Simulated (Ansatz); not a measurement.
## Electronic structure of Cl₂H₂OSi···H₂ in real space

Input

```
crystal:
  periodic: [false, false, false]
  atoms:
    - { symbol: Si, position_ang: [0.049515, -0.597883, -0.284306] }
    - { symbol: H, position_ang: [0.619637, 0.547856, 2.062333] }
    - { symbol: Cl, position_ang: [1.773106, 0.40013, -0.878659] }
    - { symbol: H, position_ang: [-0.920233, 0.380099, 0.243833] }
    - { symbol: Cl, position_ang: [-0.777919, -1.498222, -1.98037] }
    - { symbol: O, position_ang: [0.358302, -1.775225, 0.860798] }
    - { symbol: H, position_ang: [0.549128, -2.659055, 0.479054] }
    - { symbol: H, position_ang: [0.694965, -0.117199, 2.301716] }
basis:
  gaussian: { orbitals: "6-31G*" }
hamiltonian:
  xc: blyp
  dispersion: d4
relax:
  f_tol: 0.03
  max_steps: 50
output:
  orbitals: {}
```

Run with:

```sh
ansatz run input.yaml --threads 1 --pin off --max-ram 2048MiB --backend cpu --events-out ev --progress --plain --runs-dir out
```

The fields are those of the run's last geometry, not of the input's.

These are results of Ansatz, RKS BLYP-D4/6-31G*, not measurements.

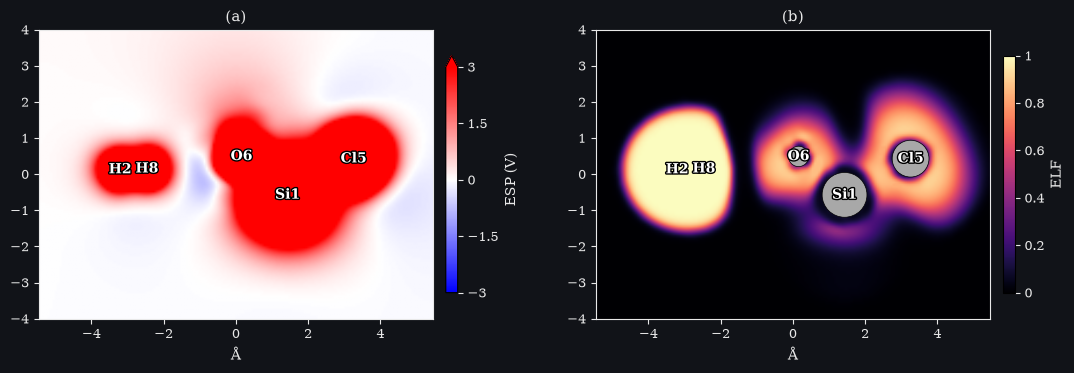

Figure 1. (a) molecular electrostatic potential; (b) ELF on the plane of atoms Cl5, Si1 and O6. Grey discs cover the atomic cores in the ELF map.

Interpret the plot.

Answer. The plane passes through Si, H, Cl and O nuclei.
O6···H8 (2.64 Å): the ELF dips to about 0 between them; a non-bonded, intermolecular contact.
Si–O (1.66 Å): the ELF peaks at about 0.85 between the atoms (a polar covalent bond).
Si–Cl (2.08 Å): the ELF peaks at about 0.90 between the atoms, as expected for a shared but strongly polarised pair.
H–H (0.75 Å): the ELF is about 1 at the midpoint.
The ELF also peaks beside Cl5 and O6, away from the bonds: lone-pair regions.
Outside the dense part of the complex the potential is most negative (−0.8 V) near O6.

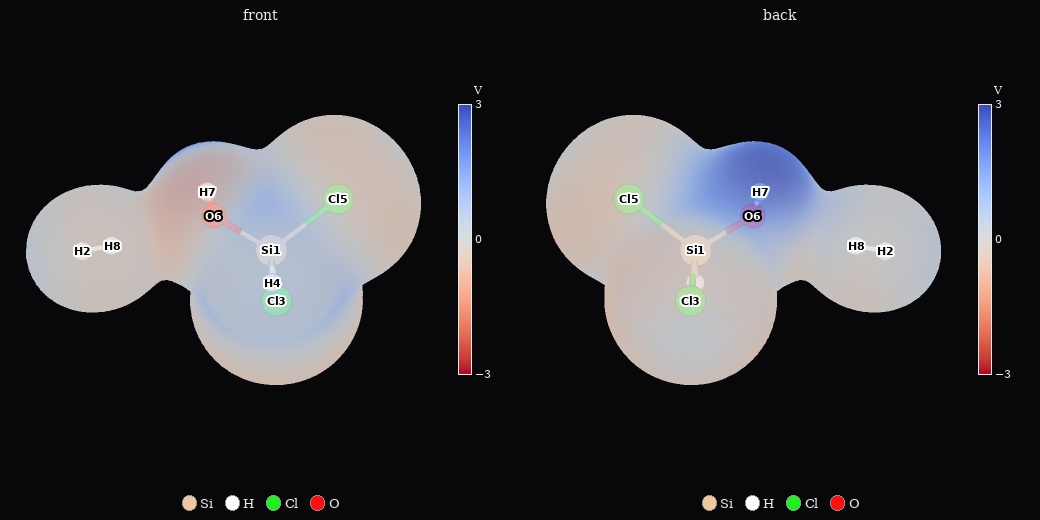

Figure 2. The molecular electrostatic potential painted on the density surface at 0.001 e/bohr³, seen from the front and from behind; the colour scale runs from red (negative) to blue (positive).

Describe the electrostatic potential map.

Answer. The most negative region (about −0.7 V) lies over O6, the most positive (about +2.5 V) over H7.

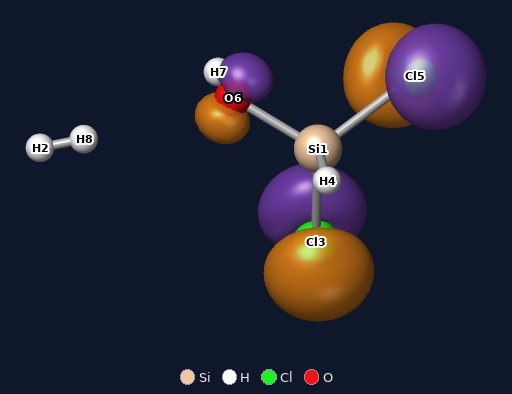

Figure 3. The HOMO−1 at ±0.15 Å⁻³ᐟ² (orange and purple are the two phases), seen across its widest extent.

Where does this orbital lie, and at what energy?

Answer. By Hirshfeld shares it lies mainly on Cl3 (about 45 %), Cl5 (about 40 %) and O6 (about 5 %); largely a combination of lone pairs on Cl3, Cl5 and O6. Its energy is −7.85 eV.

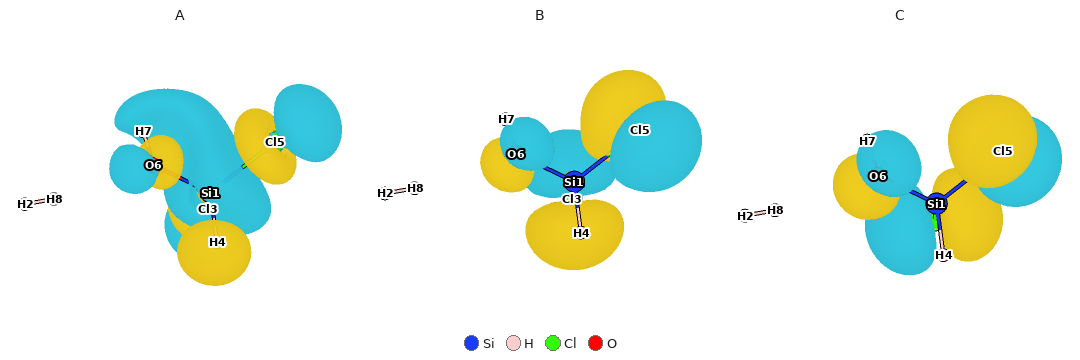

Figure 4. Three frontier orbitals at ±0.08 Å⁻³ᐟ² (yellow and cyan are the two phases), in no order.

Which picture is the HOMO−1, the HOMO and the LUMO?

Answer. B is the HOMO−1 (−7.85 eV). By Hirshfeld shares it lies mainly on Cl3 (about 45 %), Cl5 (about 40 %) and O6 (about 5 %); largely a combination of lone pairs on Cl3, Cl5 and O6. C is the HOMO (−7.50 eV). By Hirshfeld shares it lies mainly on Cl3 (about 40 %), Cl5 (about 40 %) and O6 (about 15 %); largely a combination of lone pairs on Cl3, Cl5 and O6. A is the LUMO (−0.79 eV). By Hirshfeld shares it lies mainly on Si1 (about 35 %), Cl5 (about 20 %), Cl3 (about 20 %), O6 (about 10 %) and H4 (about 5 %).

What is the HOMO–LUMO gap?

Answer. 6.71 eV between the orbital energies.
